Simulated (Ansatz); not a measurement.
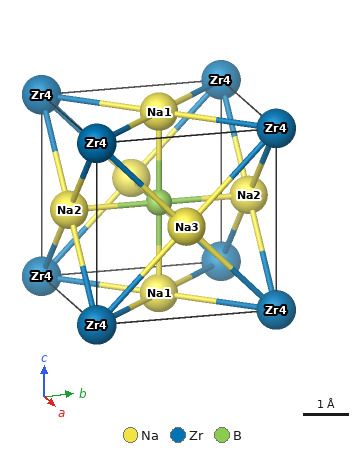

This is the input geometry for a relaxation of solid Na3ZrB (built on the BaTiO3 type) (coarse preliminary run). The picture is a ball-and-stick view of the cell of the calculation, seen slightly off an axis.

Case: BaTiO3 type (P4/mmm, No. 123).

Computed with DFT PBE, scalar-relativistic, plane waves, PAW in Ansatz.

Input
```yaml
crystal:
  lattice:
    - [4.1740920272, 0.0, 0.0]
    - [0.0, 4.1740920272, 0.0]
    - [0.0, 0.0, 4.1930850956]
  atoms:
    - { symbol: Na, position: [0.5, 0.5, 0.0] }
    - { symbol: Na, position: [0.5, 0.0, 0.5] }
    - { symbol: Na, position: [0.0, 0.5, 0.5] }
    - { symbol: Zr, position: [0.0, 0.0, 0.0] }
    - { symbol: B, position: [0.5, 0.5, 0.5] }
basis:
  ecutwfc: 420
kpoints:
  mp_grid: { grid: [4, 4, 4] }
hamiltonian:
  xc: pbe
scf:
  occupations: { method: gaussian, width: 0.1 }
  lower_state_search: "off"
output:
  forces: true
  stress: true
  eigenvalues: true
relax:
  adjacent_minimum: "off"
  f_tol: 0.04
  max_steps: 70
  cell: { stress_tol: 0.4 }
```

Run as
```bash
ansatz run input.yaml --threads 1 --pin off --max-ram 2560MiB --backend cpu --events-out ev --progress --plain --runs-dir out
```

### Where does the relaxation end?

The atoms keep their places relative to the cell (all moves are under 0.005 Å). Cell: a = b 4.174 → 4.995 Å (+19.7 %), c 4.193 → 4.996 Å (+19.1 %). Volume +70.6 %. Some distances before and after: Na1–Zr4 2.952 → 3.532 Å, Na2–Na3 2.952 → 3.532 Å, Na1–Na2 2.958 → 3.532 Å, Na2–Zr4 2.958 → 3.532 Å. Within 0.06 Å the space group is Pm-3m at the start and Pm-3m at the end; at a tighter tolerance small leftover displacements or strains of the cell lower it. Over 6 accepted moves (8 points after the start) the energy falls by 768 meV per atom. All forces vanish by symmetry, so only the cell relaxes. The pressure goes from 37.49 to 0.03 GPa. At 2 points the geometry stayed and the basis and grid were re-selected for the new cell (energy shift of 24.8 meV per atom at most each time). The run took 17 s on 1 thread of Oxide Virtual Turin-like Processor (Zen 5), on a shared host, peak memory 0.43 GiB.

Step by step:

```
step  E − E(0), meV/atom  pressure, GPa  volume, Å³/atom                      note
   0                0.00          37.49           14.611                          
   1             -393.29          20.64           16.843                          
   2             -622.67           9.81           19.342                          
   3             -724.03           2.64           22.081                          
   4             -734.60           0.25           23.295                          
   5             -759.35           1.86           23.295  same geometry, new basis
   6             -767.02           0.65           24.310                          
   7             -768.20           0.03           24.926                          
   8             -768.43           0.03           24.926  same geometry, new basis
```

The structure at the end:

```xyz
5
Lattice="4.9947 0.0000 0.0000 0.0000 4.9947 0.0000 0.0000 0.0000 4.9958" Properties=species:S:1:pos:R:3 pbc="T T T"
Na    2.4974    2.4974    0.0000
Na    2.4974    4.9947    2.4979
Na    4.9947    2.4974    2.4979
Zr    4.9947    4.9947    0.0000
B     2.4974    2.4974    2.4979
```

After the run, drawn alike:

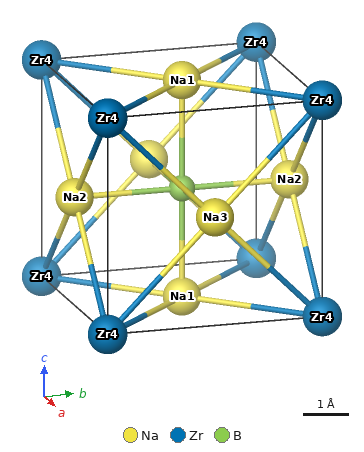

Limits of the set-up: the k-point mesh is coarse for a cell with partly filled bands.
